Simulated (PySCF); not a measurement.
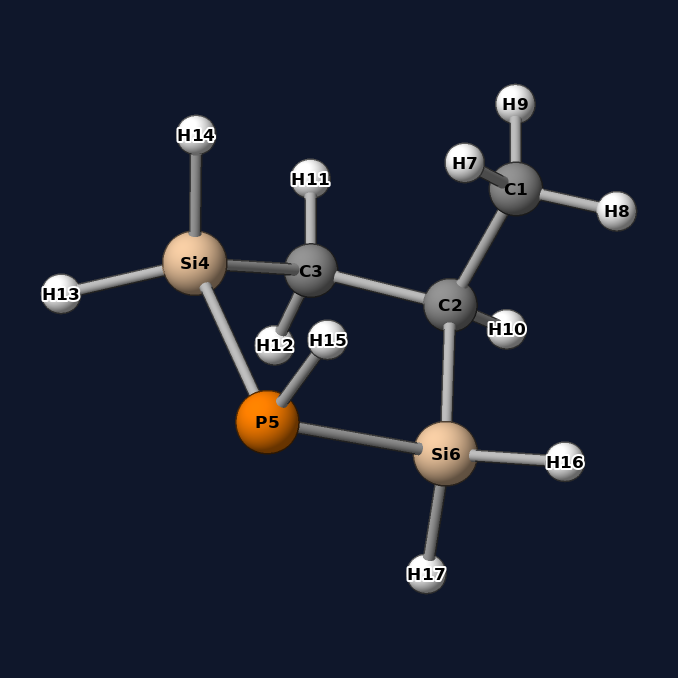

The questions are on isotropic NMR shieldings of the H atoms. The geometry was computed by an optimisation with GFN2-xTB. No frequency run is at hand to confirm it as a minimum. Method: GIAO PBE0/pcSseg-1 NMR shielding, non-relativistic, gas phase (PySCF 2.14.0).

**Which H atom is the most shielded (lowest chemical shift)?**

H15 (31.50 ppm).

**Which H atom is the least shielded (highest chemical shift)?**

H14 (27.05 ppm).

**How wide is the range of H shifts?**

4.45 ppm.

Give the isotropic NMR shieldings of the H atoms atom by atom.

```csv
atom,σ (ppm)
H7,31.06
H8,30.66
H9,30.81
H10,29.85
H11,30.70
H12,30.78
H13,27.28
H14,27.05
H15,31.50
H16,27.19
H17,27.45
```

The geometry is semi-empirical. Around P, Si such bond lengths and angles can be off by a tenth of an ångström or more and by several degrees, and values that hang on the shape move with them.
